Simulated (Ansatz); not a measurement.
**C4H3F5: taking an electron away**

How much energy removes an electron from C4H3F5 at fixed geometry? The cation is run at each level and the neutral's energy taken from earlier runs.

Program: Ansatz 0.2.0, Gaussian basis. Level of theory: unrestricted cation, the program's frozen cores in correlated methods. These are calculated values, not measurements.

The runs, in order: UKS PBE-D4/def2-TZVPP; UKS r2SCAN-D4/def2-TZVPP; UKS PBE0-D4/def2-TZVPP; UKS B3LYP-D4/def2-TZVPP; UKS wB97X-V/def2-TZVPP; UKS wB97M-V/def2-TZVPP; UKS B2PLYP/def2-TZVPP; UHF-CCSD(T)/def2-TZVPP; UHF-MP2/def2-QZVPP; extrapolation to the limit; then −ε(HOMO) from the neutral's earlier runs with LDA (SPW92), PBE-D4, revPBE-D4, BLYP-D4, r2SCAN-D4, B97M-V, PBE0-D4, B3LYP-D4, r2SCANh-D4, r2SCAN0-D4, HSE06-D4, BHLYP-D4, CAM-B3LYP-D4, LC-ωPBE, ωB97X-V, ωB97M-V.

## Step 1: The relaxed structure

An earlier PBE0-D4 in a triple-zeta def2 set relaxation fixed the geometry.

SMILES `F/C(=C/C(F)F)C(F)F`, 12 atoms, charge 0, spin multiplicity 1.

Atoms are counted from 1 here; the program's logs count them from 0.

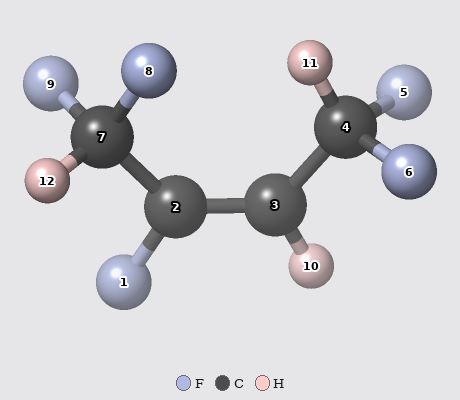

The geometry (fluorine light blue, carbon dark grey, hydrogen pink); atoms are numbered from 1 in the order of the file.

## Step 2: Cation, UKS PBE-D4/def2-TZVPP

Input file in.yaml:

```yaml
crystal:
  periodic: [false, false, false]
  atoms:
    - {symbol: F, position_ang: [-0.444509, 0.357505, -2.234958]}
    - {symbol: C, position_ang: [-0.114419, 0.233211, -0.945360]}
    - {symbol: C, position_ang: [-0.753153, -0.642926, -0.192210]}
    - {symbol: C, position_ang: [-0.518560, -0.940167, 1.245664]}
    - {symbol: F, position_ang: [-0.304663, -2.276145, 1.380590]}
    - {symbol: F, position_ang: [-1.647348, -0.651013, 1.947707]}
    - {symbol: C, position_ang: [0.988582, 1.206130, -0.639273]}
    - {symbol: F, position_ang: [1.197199, 1.339077, 0.686446]}
    - {symbol: F, position_ang: [2.140871, 0.772082, -1.200244]}
    - {symbol: H, position_ang: [-1.537234, -1.230728, -0.659202]}
    - {symbol: H, position_ang: [0.314809, -0.412586, 1.703990]}
    - {symbol: H, position_ang: [0.755425, 2.190559, -1.059148]}
basis:
  gaussian: {orbitals: def2-TZVPP}
total_charge: 1
magnetization: {spin_polarized: true, initial_magnetization: 1}
hamiltonian: {xc: pbe, dispersion: d4}
```

Started as:

```console
> ansatz run in.yaml --threads 2 --pin off --events-out ev --progress --plain --max-ram 32768MiB --backend cuda --devices 0, --max-vram 18GiB
```

Further steps of the session: Cation, UKS r2SCAN-D4/def2-TZVPP; Cation, UKS PBE0-D4/def2-TZVPP; Cation, UKS B3LYP-D4/def2-TZVPP; Cation, UKS wB97X-V/def2-TZVPP; Cation, UKS wB97M-V/def2-TZVPP; Cation, UKS B2PLYP (frozen core)/def2-TZVPP; Cation, UHF-CCSD(T)/def2-TZVPP; Cation, UHF-MP2/def2-QZVPP.

**Question.** What will the summary of the whole plan be? Wanted: ionisation energy, CCSD(T)/CBS; nearest functional by difference; nearest −ε(HOMO); −ε(HOMO) of PBE; T1 of the cation.

The runs gave:

| quantity | value |
| --- | --- |
| ionisation energy, CCSD(T)/CBS | 11.42 eV |
| nearest functional by difference | B2PLYP (-0.34 eV) |
| nearest −ε(HOMO) | LC-ωPBE (+0.06 eV) |
| −ε(HOMO) of PBE | 7.35 eV |
| T1 of the cation | 0.018 |

In words: Energy differences with functionals land within 0.74 eV of the reference. −ε(HOMO) of PBE misses by 4.1 eV, since self-interaction lifts the level. Among orbital estimates LC-ωPBE comes nearest. Hartree-Fock falls 1.35 eV short, as the neutral has more correlation energy than the cation.
